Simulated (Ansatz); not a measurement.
**UCCSDT(Q)/STO-3G run of NO2 (SMILES [O]N=O)**

Aim: the vertical doublet–quartet gap of NO2 at UCCSDT(Q)/STO-3G, from 2 runs. 

Program for the calculation: Ansatz 0.2.0.

45 further runs of the same task are left out: 11 that didn't finish, 34 set aside as unsound or not needed.

## Step 1: The molecule

NO2 has 3 atoms, charge 0, and is taken as a doublet. As SMILES, `[O]N=O`. The shape is that of a PBE0-D4/def2-TZVP optimisation.

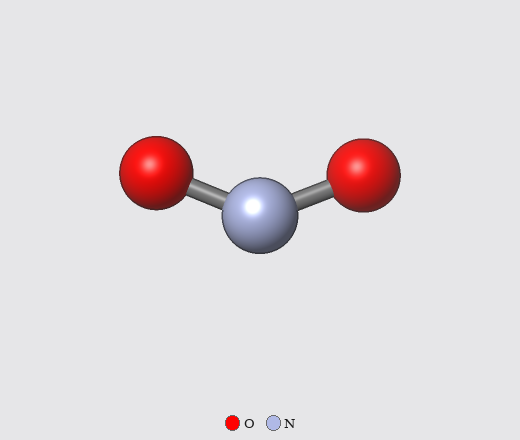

The structure, seen from a chosen angle (oxygen red, nitrogen light blue).

## Step 2: The energy at UCCSDT(Q)/STO-3G

Contents of input.yaml:

```yaml
basis:
  gaussian: {orbitals: STO-3G}
crystal:
  periodic: [false, false, false]
  atoms:
    - {symbol: O, position_ang: [0.209760, -1.082190, 0.000620]}
    - {symbol: "N", position_ang: [-0.265470, -0.009110, -0.145890]}
    - {symbol: O, position_ang: [0.055690, 1.091300, 0.145270]}
scf: {omitted_lower_state_checks: [cluster_reference, increment]}
magnetization: {spin_polarized: true, initial_magnetization: 1}
correlation: {method: ccsdt_q, frozen_orbitals: {"N": 1, O: 1}}
accuracy: high
```

Launch:

```sh
$ ansatz run input.yaml --threads 1 --pin off --max-ram 3480MiB --events-out events.jsonl --progress --plain --runs-dir runs
```

What it wrote, shortened:

```text
Warning: RAYON_NUM_THREADS=1 ignored (pool sized by the plan → 1); use --threads N
Functional definition: HF
  name "HF"
[...]
252 factors; integrals over basis functions are off by at most 4.3e-8 eV
[...]
mean field -5477.07198454 eV, -201.2786829391 hartree, gradient 1.3e-8 eV, S^2 1.184537; 13 other end points of the search recorded, 0 dependent functions left out
3 core orbitals not correlated: weight in the atoms' cores, before any rotation towards them, 1.000 or more for the frozen orbitals, at most 0.000 for the correlated occupied ones
reference -5477.07198454 eV, -201.2786829391 hartree; 9, 8 occupied and 3, 4 virtual orbitals, 252 factors
second order -3.70465183 eV of doubles, -0.00000000 eV of singles
cycle   1  -4.04646537 eV  change   -3.4e-1 eV  update   1.2e-1
[...]
cycle  38  -5.56290900 eV  change   5.8e-10 eV  update  2.5e-10
perturbative correction -0.03110342 eV, -0.0011430295 hartree
Total energy: -5482.66599696 eV, -201.4842591038 hartree
Checks for a lower state left out: cluster_reference, increment
```

Run time: 3.9 s. Hardware: 1 thread of Arm Neoverse V1, shared host; peak memory 0.17 GiB.

## Step 3: The quartet

Contents of molecule.yaml:

```yaml
basis:
  gaussian: {orbitals: STO-3G}
crystal:
  periodic: [false, false, false]
  atoms:
    - {symbol: O, position_ang: [0.209760, -1.082190, 0.000620]}
    - {symbol: N, position_ang: [-0.265470, -0.009110, -0.145890]}
    - {symbol: O, position_ang: [0.055690, 1.091300, 0.145270]}
magnetization: {spin_polarized: true, initial_magnetization: 3}
correlation: {method: ccsdt_q, frozen_orbitals: {"N": 1, O: 1}}
accuracy: high
scf: {omitted_lower_state_checks: [cluster_reference, increment]}
```

Launch:

```sh
$ ansatz run molecule.yaml --threads 1 --pin off --max-ram 3480MiB --events-out events.jsonl --progress --plain --runs-dir runs
```

What it wrote, shortened:

```text
Warning: RAYON_NUM_THREADS=1 ignored (pool sized by the plan → 1); use --threads N
Functional definition: HF
  name "HF"
[...]
252 factors; integrals over basis functions are off by at most 4.3e-8 eV
[...]
mean field -5475.40103903 eV, -201.2172768243 hartree, gradient 1.6e-8 eV, S^2 3.759661; 4 other end points of the search recorded, 0 dependent functions left out
3 core orbitals not correlated: weight in the atoms' cores, before any rotation towards them, 1.000 or more for the frozen orbitals, at most 0.000 for the correlated occupied ones
reference -5475.40103903 eV, -201.2172768243 hartree; 10, 7 occupied and 2, 5 virtual orbitals, 252 factors
second order -2.13245415 eV of doubles, -0.00000000 eV of singles
cycle   1  -2.53485000 eV  change   -4.0e-1 eV  update   7.0e-2
[...]
cycle  25  -3.00222684 eV  change    1.4e-9 eV  update   1.3e-9
perturbative correction -0.00730504 eV, -0.0002684553 hartree
Total energy: -5478.41057091 eV, -201.3278750808 hartree
Checks for a lower state left out: cluster_reference, increment
```

It took 3.6 s on 1 thread of Arm Neoverse V1, shared host; peak memory 0.16 GiB.

## Step 4: Summary of results

Level: UCCSDT(Q)/STO-3G, 3 core orbitals frozen.

```
                                            quantity          value
                               doublet: total energy  -201.48426 Eh
doublet: correlation energy (3 core orbitals frozen)     -205.6 mEh
          doublet: ⟨S²⟩ of the reference determinant          1.185
                              doublet: T1 diagnostic          0.087
                               quartet: total energy  -201.32788 Eh
quartet: correlation energy (3 core orbitals frozen)     -110.6 mEh
          quartet: ⟨S²⟩ of the reference determinant          3.760
                              quartet: T1 diagnostic          0.026
    vertical energy of the quartet above the doublet       4.255 eV
```

In words: At this shape the quartet lies 4.26 eV (411 kJ/mol) above the doublet. In a minimal basis such a difference can be off by several eV, whatever the method. ⟨S²⟩ (doublet) is 1.18 where a pure doublet has 0.75: the reference is spin-contaminated. The T1 diagnostic (doublet) of 0.087 is above the customary mark for such species, so a single reference may not serve.
